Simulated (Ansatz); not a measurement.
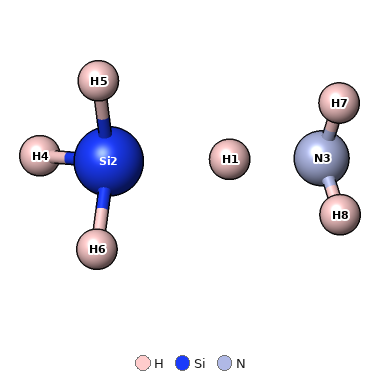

The system is the reacting system H₆NSi (fragments H₄Si + H₂N where the first distance is long, H₃N + H₃Si where the second is long), spin multiplicity 2; the picture shows the reference structure. Coordinates scanned: (1) distance H1–N3 (bond that forms); (2) distance H1–Si2 (bond that breaks). Relaxed at each point: all other coordinates. Grid: 13 × 13 points. Points are written as (first, second). Energies: kJ/mol, counted from a guessed transition structure relaxed with its forming and breaking bonds held. In part of the range the unrestricted reference is strongly spin-contaminated. The calculation used Ansatz, UHF/def2-SVP.

Its coordinates:

```tsv
atom	x (Å)	y (Å)	z (Å)
H	-0.1392	-0.0635	-0.6575
Si	-0.1825	0.7382	1.0346
N	0.0589	-0.8429	-1.7273
H	-0.9270	2.0174	0.9696
H	1.2151	0.9744	1.4692
H	-0.8461	-0.2001	1.9709
H	1.0705	-0.8937	-1.7117
H	-0.2497	-1.7299	-1.3477
```

Range: distance H1–N3 (bond that forms) from 0.918 to 2.718 Å; distance H1–Si2 (bond that breaks) from 1.278 to 2.778 Å.

Q: Predict the map.

A: The lowest grid point is at (0.999 Å, 2.778 Å), −130 kJ/mol from a guessed transition structure relaxed with its forming and breaking bonds held. It lies in a valley that leaves the map towards separated partners. The energy also falls towards the edge at (2.718 Å, 1.438 Å) (30 kJ/mol above the lowest), where a further well may lie outside the range. The highest grid point, (0.918 Å, 1.278 Å), lies 434 kJ/mol above the lowest. On the interpolated surface the lowest path from the side where the first distance is long, about (2.72 Å, 1.49 Å), to the side where the second distance is long, about (1.02 Å, 2.78 Å), has its top at about (1.34 Å, 1.71 Å), about 97.4 kJ/mol above the start and 125 kJ/mol above the end.

```
second ↓, first →  0.918  0.999  1.110  1.236  1.374  1.521  1.675  1.836  2.002  2.174  2.351  2.532  2.718
            2.778   −108   −130   −109    −48     29    101    143    166    178    184    187    188    189
            2.623   −104   −126   −106    −45     30     96    136    156    167    172    175    177    178
            2.472    −98   −120   −100    −41     30     89    124    142    151    156    158    159    160
            2.325    −89   −112    −93    −37     28     79    107    122    128    131    132    132    133
            2.182    −77   −101    −83    −32     23     64     85     93     96     96     95     94     93
            2.043    −60    −85    −70    −27     17     44     55     57     55     52     49     46     44
            1.909    −37    −64    −54    −21      8     21     22     17     11      6      2     −1     −3
            1.780     −5    −35    −32    −14     −1     −2    −10    −20    −29    −36    −41    −44    −46
            1.658     36      3     −3     −1     −6    −19    −35    −50    −61    −69    −74    −77    −79
            1.543     90     52     35     20     −1    −25    −48    −66    −79    −88    −93    −97    −99
            1.438    155    113     86     55     19    −14    −43    −64    −79    −89    −95    −98   −100
            1.345    232    188    151    106     58     16    −18    −42    −58    −69    −75    −79    −81
            1.278    304    256    215    160    103     55     18     −8    −26    −37    −44    −47    −49
```

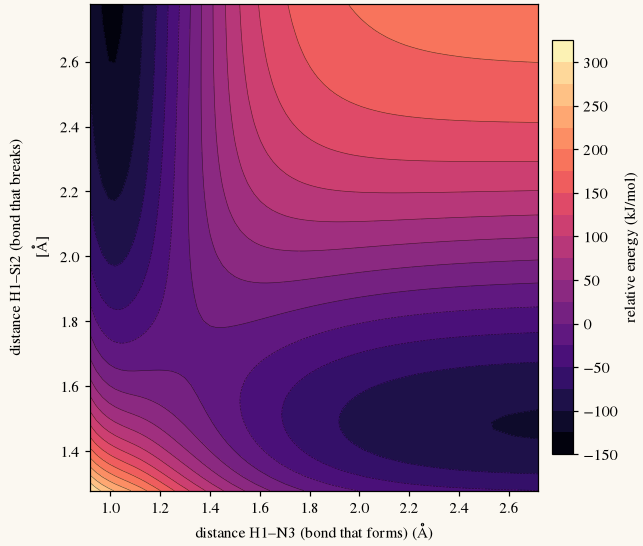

Drawn: filled contours. Between grid points the surface is interpolated.

Each point was launched as `ansatz run input.yaml --threads 1 --pin off --max-ram 2560MiB --backend cpu --events-out ev --progress --plain --runs-dir out`. Time for the 169 points that were run: 11 min on 1 thread of Arm Neoverse V2, with other jobs on the host.
